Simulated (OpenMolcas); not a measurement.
# C2H4OS (SMILES CC(=O)S) at HF/ANO-R2 (DKH4, RICD fitting)

What is the vertical ionisation energy of C2H4OS at HF/ANO-R2 (DKH4, RICD fitting)? 

Program for the calculation: OpenMolcas 26.06.

**1. The system as given**

C2H4OS: 8 atoms, total charge 0, spin state singlet. SMILES: `CC(=O)S`. The shape is that of a PBE0-D4/def2-TZVP optimisation. This is one conformer, not always the lowest.

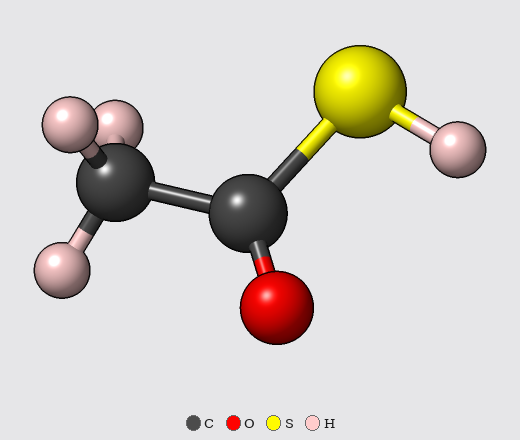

The structure, seen from a chosen angle (carbon dark grey, oxygen red, sulfur yellow, hydrogen pink).

**2. Energy and gradient at HF/ANO-R2 (DKH4, RICD fitting)**

Input file geom.xyz:

```xyz
8

C      0.009370     1.055190    -0.001860
C      0.278630    -0.411990    -0.177640
O      1.155120    -0.860900    -0.857880
S     -0.880520    -1.440710     0.717560
H      0.927940     1.610960    -0.185020
H     -0.384160     1.280630     0.989940
H     -0.737970     1.359090    -0.739990
H     -0.368420    -2.592290     0.254890
```

Input file job.inp:

```
&GATEWAY
  Coord
  geom.xyz
  Basis
  ANO-R2
  Group
  NoSym
  RICD

&SEWARD
  Relativistic
  R04O02
  Expert

&SCF
  PrOrbitals
  1 1

&ALASKA
```

Started as:

```console
$ export MOLCAS_MEM=1860
$ pymolcas job.inp > job.log
```

The log of the run:

```text
--- Start Module: gateway ---
[...]
--- Stop Module: gateway /rc=_RC_ALL_IS_WELL_ ---
[...]
 ###    WARNING:  EXPERT option is ON!                                       ###
 ###############################################################################
               SEWARD will generate:
[...]
      Basis functions          194
[...]
--- Start Module: scf ---
[...]
       Convergence after  13 Iterations
[...]
::    Total SCF energy                               -551.7088466733
[...]
      Total spin, S                                     0.0000000000
[...]
      Total electronic charge=   40.000000
      Total            charge=   -0.000000
[...]
      Dipole Moment (debye):
      Origin of the operator (angstrom)=   -0.0893   -0.6637    0.0972
                   X= -1.4171E+00               Y=  1.2474E+00               Z=  9.8688E-01           Total=  2.1303E+00
      Quadrupole Moment (debye*angstrom):
[...]
--- Stop Module: scf /rc=_RC_ALL_IS_WELL_ ---
[...]
--- Start Module: alaska ---
[...]
 *              Molecular gradients               *
 **************************************************
  Irreducible representation: a
 ------------------------------------------------------------------------------------------
                              X                       Y                       Z
 ------------------------------------------------------------------------------------------
  C1               -1.12116853051170E-03   -9.46051748165022E-03    1.63247099302105E-03
  C2               -1.79087648076264E-02    1.27331698316375E-02    1.40189159530579E-02
  O3                2.47877291286507E-02   -1.19662312494873E-02   -1.94459831907690E-02
  S4               -9.67535049175261E-03    8.90418112922298E-03    8.10173777376377E-03
  H5                5.32844660364029E-03    2.76476894701627E-03   -1.33767648879979E-03
  H6               -2.77631235592124E-03    1.46534554752975E-03    5.38803261665333E-03
  H7               -3.95246117904691E-03    2.07350823844665E-03   -3.86512072148859E-03
  H8                5.31788163283897E-03   -6.51422496284582E-03   -4.49237693552273E-03
[...]
--- Stop Module: alaska /rc=_RC_ALL_IS_WELL_ ---
[...]
```

It took 65 s on 1 thread of Arm Neoverse V1, shared host; peak memory 0.82 GiB.

**3. The doublet cation at the same level**

geom.xyz is that of step 2.

Input file job.inp:

```
* C2H4OS Hartree-Fock
>>> EXPORT MOLCAS_PRINT=2

&GATEWAY
  COORD=geom.xyz
  BASIS=ANO-R2
  GROUP=NoSym
  RICD

&SEWARD
  RELATIVISTIC=R04O02
  EXPERT

&SCF
  UHF
  CHARGE=1
  SPIN=2
  PRORBITALS=1 1

&ALASKA
```

Started as:

```console
$ export MOLCAS_MEM=1860
$ pymolcas job.inp > job.log
```

The log of the run:

```text
--- Start Module: gateway ---
[...]
--- Stop Module: gateway /rc=_RC_ALL_IS_WELL_ ---
[...]
 ###    WARNING:  EXPERT option is ON!                                       ###
 ###############################################################################
               SEWARD will generate:
[...]
      Basis functions          194
[...]
--- Start Module: scf ---
[...]
       Convergence after  28 Iterations
[...]
::    Total SCF energy                               -551.3733200197
[...]
      Total spin, S                                     0.5895113418
[...]
      Total electronic charge=   39.000000
      Total            charge=    1.000000
[...]
      Dipole Moment (debye):
      Origin of the operator (angstrom)=   -0.0893   -0.6637    0.0972
                   X= -2.7094E+00               Y= -9.9825E-01               Z=  1.9625E+00           Total=  3.4912E+00
      Center of Charge (angstrom)
[...]
--- Stop Module: scf /rc=_RC_ALL_IS_WELL_ ---
[...]
--- Start Module: alaska ---
[...]
 *              Molecular gradients               *
 **************************************************
  Irreducible representation: a
 ------------------------------------------------------------------------------------------
                              X                       Y                       Z
 ------------------------------------------------------------------------------------------
  C1                3.98749067268001E-03   -7.64053123278785E-03   -1.20851754579276E-03
  C2               -2.07465148396651E-02   -3.71279076991096E-02    1.54998387805652E-02
  O3                1.77569624772502E-02    1.60115973388155E-02   -1.41172829865255E-02
  S4               -3.90435279493140E-03    2.07285196422529E-02    3.68644209840419E-03
  H5                5.27589774992565E-03    4.47971580616091E-03   -1.55128144369532E-03
  H6               -3.01838597053194E-03    2.62747825985343E-04    4.46067128473837E-03
  H7               -3.49819264305395E-03    1.20945427299279E-03   -3.32287254965680E-03
  H8                4.14709534814639E-03    2.07640404581433E-03   -3.44699763800072E-03
[...]
--- Stop Module: alaska /rc=_RC_ALL_IS_WELL_ ---
[...]
```

Wall time 2.3 min (1 thread of Arm Neoverse V1, shared host); peak memory 0.82 GiB.

**4. Summary of results**

Level: HF/ANO-R2 (DKH4, RICD fitting).

| quantity | value |
| --- | --- |
| singlet C2H4OS: total energy | -551.70885 Eh |
| singlet C2H4OS: dipole moment | 2.13 D |
| singlet C2H4OS: HOMO energy | -10.72 eV |
| singlet C2H4OS: LUMO energy | 1.99 eV |
| singlet C2H4OS: HOMO–LUMO gap | 12.71 eV |
| singlet C2H4OS: largest force on an atom | 1.733 eV/Å |
| doublet cation: total energy | -551.37332 Eh |
| doublet cation: HOMO energy (highest over α and β) | -17.99 eV |
| doublet cation: LUMO energy (lowest over α and β) | -7.69 eV |
| doublet cation: ⟨S²⟩ | 0.937 |
| doublet cation: largest force on an atom | 2.328 eV/Å |
| vertical ionisation energy (to the doublet cation) | 9.130 eV |

What this shows: The vertical ionisation energy comes to 9.13 eV (211 kcal/mol). The largest force (singlet C2H4OS) is 1.73 eV/Å: the shape isn't a stationary point for this species at this level. The negative HOMO energy of the first species, 10.72 eV, lies 1.59 eV above that difference. ⟨S²⟩ (doublet cation) is 0.94 where a pure doublet has 0.75: the reference is spin-contaminated. Mulliken charges (doublet cation) run from -0.22 on C1 to +0.51 on S4; they depend strongly on the basis.
